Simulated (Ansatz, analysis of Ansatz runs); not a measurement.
# Migration in Y2S2O (P2_1/c): O_i by the interstitialcy path, charge 0, part 3 of 3

How high is the barrier when O changes place in Y2S2O (P2_1/c)? The case: O_i by the interstitialcy path, charge 0, in a cell of 40 host atoms with 1 O put in.

Ansatz 0.2.0; plane-wave PAW DFT, LDA; nudged elastic band between two relaxed defect structures.

So far. Step 2 (Relaxation of the start point, charge 0): Among the atoms that came to bonding distance: S21–O41 1.68 Å (from 2.25).

### 4. Nudged elastic band, charge 0

5 movable images are laid between the ends on straight lines. Each image feels the true force across the path and a spring force along it. The highest image is set to climb to the top of the path.

This step: plane-wave PAW DFT, LDA; nudged elastic band between two relaxed defect structures.

q0.neb/input.yaml reads:

```yaml
crystal:
  lattice:
    - [-1.13015356, 6.77967323, 6.6421666]
    - [6.96905613, 0.0, 6.61852732]
    - [8.0992097, 6.77967323, -0.02363928]
  atoms:
    - { symbol: "Y", position: [0.41939009, 0.34248951, 0.51970617] }
    - { symbol: "Y", position: [0.91762286, 0.83481602, 0.03199417] }
    - { symbol: "Y", position: [0.04948574, 0.71009386, 0.40654049] }
    - { symbol: "Y", position: [0.52838698, 0.22544562, 0.91666638] }
    - { symbol: "Y", position: [0.08686128, 0.17457977, 0.96261308] }
    - { symbol: "Y", position: [0.58890237, 0.66851525, 0.46978351] }
    - { symbol: "Y", position: [0.47072619, 0.7850231, 0.08076458] }
    - { symbol: "Y", position: [0.96141166, 0.27458918, 0.59077823] }
    - { symbol: "Y", position: [0.06163633, 0.6244883, 0.8017929] }
    - { symbol: "Y", position: [0.57119283, 0.11742382, 0.30013161] }
    - { symbol: "Y", position: [0.3017437, 0.52263314, 0.06679256] }
    - { symbol: "Y", position: [0.80700186, 0.01092748, 0.55658856] }
    - { symbol: "Y", position: [0.44330516, 0.88283626, 0.69572367] }
    - { symbol: "Y", position: [0.94399795, 0.37751468, 0.19694547] }
    - { symbol: "Y", position: [0.19795186, 0.97805315, 0.43962418] }
    - { symbol: "Y", position: [0.6981182, 0.48593143, 0.94136743] }
    - { symbol: S, position: [0.16245088, 0.82909144, 0.09784972] }
    - { symbol: S, position: [0.65952497, 0.3128514, 0.61430483] }
    - { symbol: S, position: [0.23639526, 0.19310378, 0.126942] }
    - { symbol: S, position: [0.73673476, 0.69235308, 0.62762595] }
    - { symbol: S, position: [0.26548346, 0.27532963, 0.40226492] }
    - { symbol: S, position: [0.76811967, 0.81269791, 0.87039419] }
    - { symbol: S, position: [0.37385247, 0.55936719, 0.76582206] }
    - { symbol: S, position: [0.87932361, 0.04736928, 0.26353803] }
    - { symbol: S, position: [0.11574142, 0.41291535, 0.65837045] }
    - { symbol: S, position: [0.61806136, 0.91603339, 0.16249387] }
    - { symbol: S, position: [0.34337872, 0.70303144, 0.38071062] }
    - { symbol: S, position: [0.83466867, 0.19497554, 0.88814635] }
    - { symbol: S, position: [0.38974632, 0.09154775, 0.83290516] }
    - { symbol: S, position: [0.89350055, 0.57984804, 0.33713835] }
    - { symbol: S, position: [0.12925684, 0.94785398, 0.73149043] }
    - { symbol: S, position: [0.63365576, 0.44591721, 0.23390853] }
    - { symbol: O, position: [0.4358285, 0.91981005, 0.46999839] }
    - { symbol: O, position: [0.94046115, 0.41618183, 0.96975771] }
    - { symbol: O, position: [0.0333691, 0.81672246, 0.55853497] }
    - { symbol: O, position: [0.52499142, 0.32557434, 0.06703733] }
    - { symbol: O, position: [0.06411501, 0.58972026, 0.02923274] }
    - { symbol: O, position: [0.5676768, 0.08943296, 0.52473892] }
    - { symbol: O, position: [0.47398999, 0.68037212, 0.9389386] }
    - { symbol: O, position: [0.97062025, 0.17487986, 0.43893553] }
    - { symbol: O, position: [0.26703855, 0.4827456, 0.31748547] }
basis:
  ecutwfc: 420
  xc_grid: 2
hamiltonian:
  xc: lda
kpoints:
  mp_grid: { grid: [1, 1, 1] }
scf:
  occupations: { method: fermi_dirac, width: 0.01 }
  max_iter: 60
output:
  forces: true
neb:
  images: 5
  f_tol: 0.03
  climbing: true
  initial_path: linear
  max_iterations: 45
  order_check: false
  final_atoms:
    - { symbol: "Y", position: [0.4162234, 0.33086721, 0.5273543] }
    - { symbol: "Y", position: [0.91828435, 0.82486459, 0.03447278] }
    - { symbol: "Y", position: [0.04367256, 0.7248246, 0.40637487] }
    - { symbol: "Y", position: [0.5344536, 0.21446712, 0.91630678] }
    - { symbol: "Y", position: [0.08752393, 0.16458943, 0.96515223] }
    - { symbol: "Y", position: [0.58566717, 0.65689808, 0.47743979] }
    - { symbol: "Y", position: [0.47675502, 0.77398878, 0.08050834] }
    - { symbol: "Y", position: [0.95552626, 0.28936821, 0.59063187] }
    - { symbol: "Y", position: [0.06114056, 0.62192153, 0.80017753] }
    - { symbol: "Y", position: [0.56183096, 0.11652534, 0.30148584] }
    - { symbol: "Y", position: [0.30698314, 0.5134318, 0.05589425] }
    - { symbol: "Y", position: [0.80718215, 0.0213414, 0.55753699] }
    - { symbol: "Y", position: [0.43375288, 0.88199589, 0.69707173] }
    - { symbol: "Y", position: [0.94348466, 0.37492578, 0.19532875] }
    - { symbol: "Y", position: [0.19812394, 0.98855247, 0.44043022] }
    - { symbol: "Y", position: [0.70340161, 0.47681956, 0.93029599] }
    - { symbol: S, position: [0.1704327, 0.80449561, 0.10897201] }
    - { symbol: S, position: [0.66169992, 0.29648715, 0.61631628] }
    - { symbol: S, position: [0.23703907, 0.18682436, 0.12668303] }
    - { symbol: S, position: [0.73948261, 0.72395581, 0.59509026] }
    - { symbol: S, position: [0.26837842, 0.30704694, 0.36953924] }
    - { symbol: S, position: [0.76871485, 0.80623822, 0.87025475] }
    - { symbol: S, position: [0.37155059, 0.55356344, 0.76319972] }
    - { symbol: S, position: [0.87600593, 0.0516899, 0.26555377] }
    - { symbol: S, position: [0.11172408, 0.41951287, 0.65999256] }
    - { symbol: S, position: [0.61539583, 0.90794154, 0.16421316] }
    - { symbol: S, position: [0.34555425, 0.68655619, 0.38283927] }
    - { symbol: S, position: [0.842704, 0.17031071, 0.89931267] }
    - { symbol: S, position: [0.38713033, 0.08343115, 0.83464978] }
    - { symbol: S, position: [0.88941118, 0.58653703, 0.33870012] }
    - { symbol: S, position: [0.12572761, 0.95206183, 0.73354383] }
    - { symbol: S, position: [0.63126827, 0.44004294, 0.23128764] }
    - { symbol: O, position: [0.43736268, 0.91007619, 0.47235088] }
    - { symbol: O, position: [0.94101794, 0.40971265, 0.96785569] }
    - { symbol: O, position: [0.03449876, 0.82450873, 0.55818466] }
    - { symbol: O, position: [0.53115934, 0.31908695, 0.05819927] }
    - { symbol: O, position: [0.06470273, 0.58320114, 0.02738445] }
    - { symbol: O, position: [0.56932269, 0.0794591, 0.52714327] }
    - { symbol: O, position: [0.7381353, 0.51645386, 0.67960808] }
    - { symbol: O, position: [0.9716946, 0.18271905, 0.43860678] }
    - { symbol: O, position: [0.47998037, 0.67388389, -0.06978111] }
```

Launch:

```bash
ansatz run input.yaml --threads 4 --pin off --max-ram 7536MiB --backend cpu --events-out ev --progress --plain --runs-dir out
```

Numbers of over 12 decimals in the logs are rounded to 6 here.

The log of the run:

```text
[...]
Warning: neb: disabling space-group detection — the band's intermediate images generally break the endpoint symmetry, so no spatial operation reduces the k-mesh or symmetrises the density, except that a semilocal band can use its path's symmetry ahead of [...]
[...]
parallel-image band execution: 4 concurrent image workers
NEB image 0
Crystal: 41 atoms, lattice volume = 729.080 Å³
Basis set: ecut = 420 eV, 14223 PW (Γ), exchange–correlation on 128×144×144 points (8 copies of the dense FFT grid, shifted against one another)
Bands: 204, of which v1, the nominal top of the filled ones, is band 163 counted from 1 (162 counted from 0)
Symmetry: 1 space group operations
k-points: 1
[...]
SCF iter   1: F=—  HF=-78927.234447 eV  |F-HF|=—  |Δ(HF+E_count)|=         —  Δρ=9.99e-3  dr2=7.09e-1  ethr=1.77e-3  ⟨swp⟩=6.0  Hψ=815  notcnv=0  defer=25
[...]
SCF iter   9: F=-78927.059691 eV  HF=-78927.059691 eV  |F-HF|=3.03e-8  |Δ(HF+E_count)|=   3.39e-8  Δρ=2.68e-6  dr2=4.83e-8  ethr=3.07e-11  ⟨swp⟩=4.0  Hψ=630  notcnv=0
SCF 1 converged in 9 iterations: F = -78927.059691 eV  dr2 = 4.83e-8
[...]
NSCF: frozen V_eff on 1 k-points
NEB image 6
[...]
SCF 2 converged in 9 iterations: F = -78927.059694 eV  dr2 = 4.82e-8
[...]
NEB end point (image 0): max|allowed force component| = 8.126e-3 eV/Å (the criterion of neb.relax_end_points is 1.000e-2)
NEB end point (image 6): max|allowed force component| = 7.887e-3 eV/Å (the criterion of neb.relax_end_points is 1.000e-2)
NEB image 1
[...]
SCF 3 converged in 8 iterations: F = -78923.887282 eV  dr2 = 3.21e-8
NEB image 2
[...]
SCF 4 converged in 10 iterations: F = -78915.469626 eV  dr2 = 4.23e-8
NEB image 3
[...]
SCF 5 converged in 10 iterations: F = -78910.544175 eV  dr2 = 5.88e-9
NEB image 4
[...]
SCF 6 converged in 9 iterations: F = -78916.641781 eV  dr2 = 8.18e-8
NEB image 5
[...]
SCF 7 converged in 9 iterations: F = -78924.318555 eV  dr2 = 5.28e-8
NEB iter   1: max|band force component| = 2.921e1 eV/Å  barrier→ = 16.5155 eV  barrier← = 16.5155 eV  Δτ_max = 0.2000 Å  (64 SCF iters)
[... from here on, the SCF cycles and remarks between the steps are left out, and one step in 2 is shown ...]
NEB iter   2: max|band force component| = 9.795e0 eV/Å  barrier→ = 6.9478 eV  barrier← = 6.9478 eV  Δτ_max = 0.1998 Å  (47 SCF iters)
NEB iter   4: max|band force component| = 2.090e0 eV/Å  barrier→ = 3.2832 eV  barrier← = 3.2832 eV  Δτ_max = 0.2000 Å  (47 SCF iters)
NEB iter   6: max|band force component| = 5.263e-1 eV/Å  barrier→ = 3.2196 eV  barrier← = 3.2196 eV  Δτ_max = 0.2000 Å  (41 SCF iters)
NEB iter   8: max|band force component| = 1.496e0 eV/Å  barrier→ = 3.1365 eV  barrier← = 3.1365 eV  Δτ_max = 0.1001 Å  (38 SCF iters)
NEB iter  10: max|band force component| = 2.660e0 eV/Å  barrier→ = 2.4446 eV  barrier← = 2.4446 eV  Δτ_max = 0.1003 Å  (41 SCF iters)
NEB iter  12: max|band force component| = 7.176e-1 eV/Å  barrier→ = 2.6104 eV  barrier← = 2.6104 eV  Δτ_max = 0.2000 Å  (41 SCF iters)
NEB iter  14: max|band force component| = 8.092e-1 eV/Å  barrier→ = 2.5218 eV  barrier← = 2.5218 eV  Δτ_max = 0.2000 Å  (42 SCF iters)
NEB iter  16: max|band force component| = 1.381e0 eV/Å  barrier→ = 2.5737 eV  barrier← = 2.5737 eV  CI = image 3  Δτ_max = 0.1975 Å  (41 SCF iters)
[...]
atom   2  Y     -0.00138779     0.00051666     0.00218128
  [... 4 atoms left out ...]
  atom   7  Y      0.00123255    -0.00007426    -0.00172105
  [... 3 atoms left out ...]
  atom  11  Y     -0.00551855    -0.00095189     0.00762325
  [... 4 atoms left out ...]
  atom  16  Y      0.00310659    -0.00108287     0.00379403
  atom  17  S     -0.00009144     0.00115100     0.00096152
  [... 3 atoms left out ...]
  atom  21  S      0.00159224     0.00011344     0.00128276
  [... 5 atoms left out ...]
  atom  27  S     -0.00171021    -0.00123190     0.00224221
  [... 4 atoms left out ...]
  atom  32  S      0.00020564    -0.00035131    -0.00016441
  [... 3 atoms left out ...]
  atom  36  O     -0.00019869    -0.00109334    -0.00142374
  [... 2 atoms left out ...]
  atom  39  O     -0.01108937    -0.00473180    -0.00636077
  [... 1 atom left out ...]
  atom  41  O      0.00705862    -0.00312123    -0.00327087
  max |Σ_I F_I| component: 5.23e-6 eV/Å
--- Band table (eV) ---
[...]
this run last wrote the band of iteration 32 to <dir>
--- NEB band (7 images, 32 band iterations, 1255 SCF iterations) ---
  forward barrier  = 2.613423 eV
  backward barrier = 2.613427 eV
  lagrangian_above_aufbau_ev (what the smearing adds, to first order; not taken off the barriers): saddle image -0.000000 eV, end points -0.000000 and -0.000000 eV
  climbing image's point = of an order that was not read
  energies are F+E_penalty+E_count in eV, relative to image 0
  image     s (Å)  Δ vs image 0  max|band force component| (eV/Å)
      0    0.0000      0.000000                                 —
      1    1.4619      0.345991                          3.855e-3
      2    2.9238      0.162508                          2.204e-3
  *   3    4.3857      2.613423                          8.964e-3
      4    6.0065      0.428349                          8.764e-3
      5    7.6281      0.523388                          2.477e-2
      6    9.2494     -0.000004                                 —
  climbing-image geometry (image 3):
  cell:  # Å, volume = 729.0804 Å³
    - [-1.13015356, 6.77967323, 6.6421666]
    - [6.96905613, 0.0, 6.61852732]
    - [8.0992097, 6.77967323, -0.02363928]
  atoms:
    - { symbol: Y, position: [0.419745, 0.333276, 0.531252] }
    - { symbol: Y, position: [0.919987, 0.827482, 0.033987] }
    - { symbol: Y, position: [0.028349, 0.719505, 0.416127] }
    - { symbol: Y, position: [0.539644, 0.209590, 0.915502] }
    - { symbol: Y, position: [0.096046, 0.162998, 0.964601] }
    - { symbol: Y, position: [0.586390, 0.661300, 0.475343] }
    - { symbol: Y, position: [0.472390, 0.778716, 0.090027] }
    - { symbol: Y, position: [0.970737, 0.279297, 0.583607] }
    - { symbol: Y, position: [0.055359, 0.624011, 0.800680] }
    - { symbol: Y, position: [0.556784, 0.115490, 0.306347] }
    - { symbol: Y, position: [0.301468, 0.495118, 0.060714] }
    - { symbol: Y, position: [0.803087, 0.015705, 0.559425] }
    - { symbol: Y, position: [0.428885, 0.889591, 0.697438] }
    - { symbol: Y, position: [0.946237, 0.370473, 0.200729] }
    - { symbol: Y, position: [0.199168, 0.977011, 0.445575] }
    - { symbol: Y, position: [0.721507, 0.439048, 0.956792] }
    - { symbol: S, position: [0.162202, 0.813218, 0.119585] }
    - { symbol: S, position: [0.667595, 0.306570, 0.611936] }
    - { symbol: S, position: [0.240358, 0.174544, 0.135803] }
    - { symbol: S, position: [0.756399, 0.666289, 0.633415] }
    - { symbol: S, position: [0.267218, 0.302379, 0.374585] }
    - { symbol: S, position: [0.767770, 0.820514, 0.871431] }
    - { symbol: S, position: [0.366917, 0.538760, 0.766711] }
    - { symbol: S, position: [0.870039, 0.054528, 0.260950] }
    - { symbol: S, position: [0.119421, 0.410223, 0.660157] }
    - { symbol: S, position: [0.619392, 0.909626, 0.168847] }
    - { symbol: S, position: [0.340769, 0.687235, 0.388085] }
    - { symbol: S, position: [0.847050, 0.179652, 0.885613] }
    - { symbol: S, position: [0.392705, 0.086330, 0.836182] }
    - { symbol: S, position: [0.887970, 0.581913, 0.337939] }
    - { symbol: S, position: [0.122950, 0.942199, 0.737303] }
    - { symbol: S, position: [0.631074, 0.445119, 0.229761] }
    - { symbol: O, position: [0.440666, 0.904243, 0.477732] }
    - { symbol: O, position: [0.954695, 0.402581, 0.973319] }
    - { symbol: O, position: [0.027991, 0.822428, 0.558440] }
    - { symbol: O, position: [0.531073, 0.311319, 0.062574] }
    - { symbol: O, position: [0.061812, 0.581629, 0.031383] }
    - { symbol: O, position: [0.563662, 0.087905, 0.526316] }
    - { symbol: O, position: [0.563014, 0.669027, 0.845574] }
    - { symbol: O, position: [0.974460, 0.173528, 0.439685] }
    - { symbol: O, position: [0.381927, 0.717762, -0.030202] }
[key lines of the parts left out:]
SCF converged after 6 iterations
Free energy (F): -78924.446267 eV
Fermi energy:    10.080780 eV
```

Wall time 25 min (4 threads of Arm Neoverse N1, shared host); peak memory 2.3 GiB; 60 min of CPU time.

The path, image by image:

| image | path (Å) | energy (eV) | O39: x, y, z (Å) |
| --- | --- | --- | --- |
| 0 | 0.000 | 0.0000 | 11.811, 9.579, 7.629 |
| 1 | 1.462 | 0.3460 | 11.787, 9.546, 7.559 |
| 2 | 2.924 | 0.1625 | 11.429, 9.711, 7.764 |
| 3 | 4.386 | 2.6134 | 10.875, 9.550, 8.148 |
| 4 | 6.006 | 0.4284 | 9.683, 9.274, 8.408 |
| 5 | 7.628 | 0.5234 | 8.885, 9.068, 8.845 |
| 6 | 9.249 | 0.0000 | 8.269, 9.612, 8.305 |

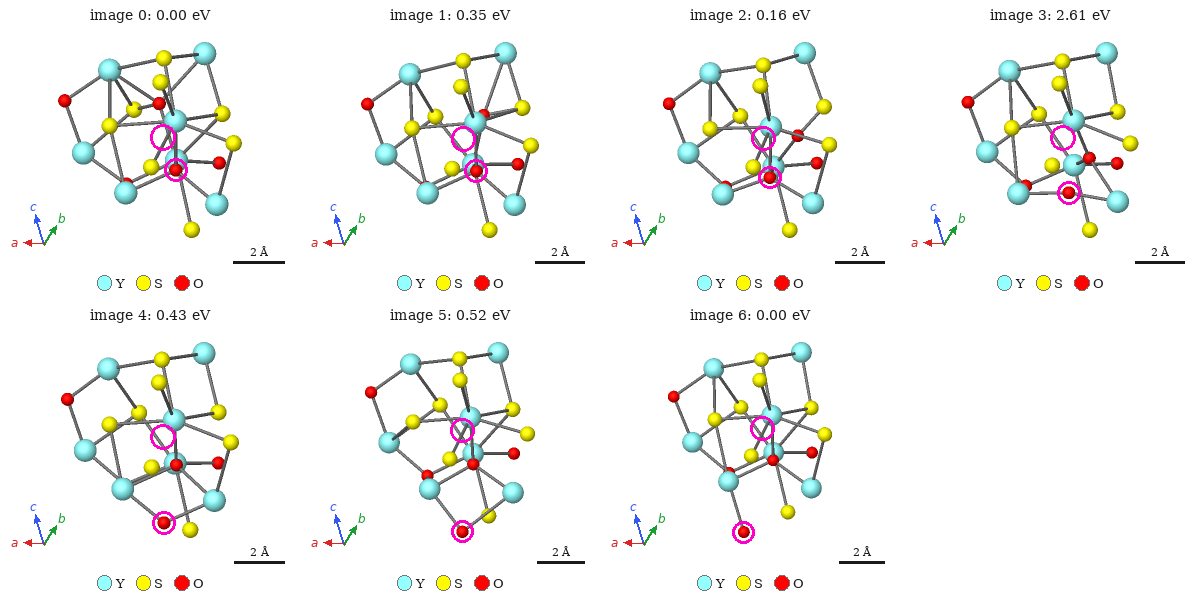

Images along the path; O39 is ringed. A ring with no atom in it marks the empty centre. Bonds to atoms that aren't drawn are left out.

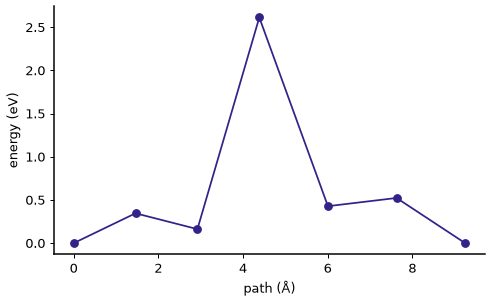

Energy along the path.

Numbers from this step:

| Property | Result |
| --- | --- |
| free energy | -78924.4463 eV |
| barrier forward | 2.613 eV |
| barrier backward | 2.613 eV |
| end less start | -3.84e-6 eV |
| hop length | 3.579 Å |

Track of the atom that was set to move:

| image | x (Å) | y (Å) | z (Å) | nearest neighbour | distance (Å) |
| --- | --- | --- | --- | --- | --- |
| 0 | 5.634 | 3.963 | 4.961 | S | 1.676 |
| 1 | 5.76 | 3.082 | 5.876 | S | 1.666 |
| 2 | 5.284 | 2.344 | 6.734 | S | 1.641 |
| 3 | 4.326 | 2.385 | 7.288 | O | 1.825 |
| 4 | 3.858 | 2.786 | 7.456 | Y | 2.144 |
| 5 | 3.539 | 2.791 | 7.64 | Y | 2.181 |
| 6 | 3.589 | 2.781 | 7.65 | Y | 2.212 |

The band met its tolerance of 0.03 eV/Å after 32 iterations, with image 3 on top (the start counts as 0). O39, which moves farthest between the ends, has 4 Y at 2.21 to 2.24 Å nearest at the start and 1 O at 1.83 Å and 2 Y at 2.06 to 2.08 Å at the top. The path has 3 maxima, and only the highest was climbed; it lies 2.45 eV above the dip at image 2. In at least one step between neighbouring images a covalent bond changes partner or an atom goes far. The images sample such a step coarsely, so the top may lie higher.

### 5. Results

```yaml
barrier_forward: 2.61 eV (in doubt, see below)
barrier_backward: 2.61 eV
end_less_start: 0.00 eV
hop_length: 3.58 Å
band_iterations_as_the_log_counts_them: 32
```

The top of the band lies 2.61 eV above the start and 2.61 eV above the end. The path has 3 maxima, and only the highest was climbed; it lies 2.45 eV above the dip at image 2. In at least one step between neighbouring images a covalent bond changes partner or an atom goes far. The images sample such a step coarsely, so the top may lie higher. The move is shared: O39 goes 3.61 Å and O41, whose hop length is listed, 3.58 Å. The order of the top as a saddle was not checked for all atoms, so a bent path could be lower. Keep in mind: sampling at the zone centre alone can move energies of charged and open-shell states by tenths of an eV or more in cells of this size.

[Logs are printed without paths, hosts, clocks, repeated set-up lines and the standing remarks that a program may print on its own settings, such as how far it seeks lower states.]

[Hosts, paths, dates, database ids (printed as entryN), source tags and the programs' standing remarks are cut or masked in the printed files.]
